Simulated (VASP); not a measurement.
Band structure of Tc (hcp). Computed with SCAN meta-GGA, VASP's PBE PAW potentials (set 64) (plane waves; VASP).

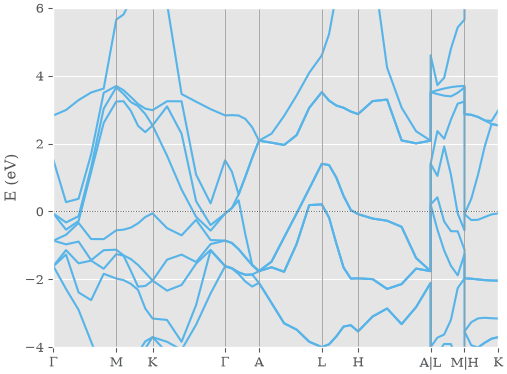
Figure. Bands along high-symmetry lines, zero at the valence-band maximum or, without a gap, the Fermi level

Problem. Read the plot: is there a gap, and where are the band edges?

Solution. It has no gap at this level: it comes out as a metal or semimetal.

The compound is Tc in the hcp structure. It was relaxed first.
